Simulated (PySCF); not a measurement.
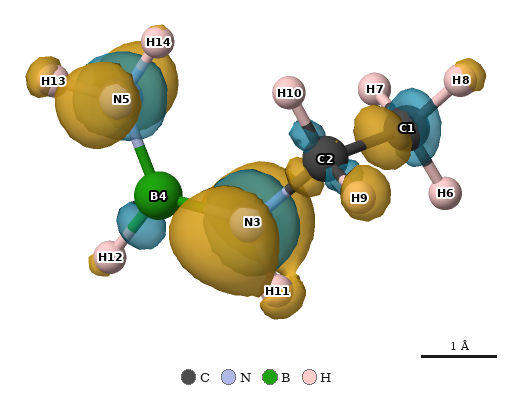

*C$_{2}$H$_{9}$BN$_{2}$, SMILES `CCNBN`. Fukui function f⁻ = ρ(N) − ρ(N−1) at fixed geometry, surfaces at ±0.04 e/Å³ (yellow positive, teal negative).*

Computed with PySCF, PBE0/6-311+G**, geometry: GFN2-xTB. No frequency check shows the geometry to be a minimum.

Coordinates in Å:

```
C1       1.9534    0.4835   -0.4430
C2       0.9986   -0.0683    0.6200
N3      -0.0433   -0.8887    0.0512
B4      -1.3683   -0.5369   -0.2543
N5      -1.8928    0.7327    0.0250
H6       2.4436   -0.3321   -0.9706
H7       1.3992    1.0761   -1.1669
H8       2.7158    1.1081    0.0167
H9       1.5731   -0.6555    1.3485
H10      0.5352    0.7627    1.1564
H11      0.2975   -1.7879   -0.2485
H12     -2.0622   -1.3427   -0.7519
H13     -2.8492    0.9761   -0.1530
H14     -1.3704    1.4806    0.4452
```

Q: On which atoms does the density change most on removal of an electron?

A: f⁻ (Hirshfeld-condensed) is largest on N3 (0.22) and N5 (0.17); the vertical ionisation energy is 8.54 eV (the stability of the cation's solution wasn't checked). Condensed values hint at sites of electrophilic attack but needn't mark the atom that reacts. Shares this close don't rank the sites. Orbital relaxation makes it negative in places (0.24 e in all).

```csv
atom,f⁻,charge
C1,+0.04,−0.12
C2,+0.04,−0.02
N3,+0.22,−0.20
B4,+0.09,+0.12
N5,+0.17,−0.27
H6,+0.03,+0.04
H7,+0.02,+0.04
H8,+0.05,+0.04
H9,+0.06,+0.04
H10,+0.03,+0.04
H11,+0.07,+0.12
H12,+0.05,−0.07
H13,+0.07,+0.12
H14,+0.06,+0.11
```
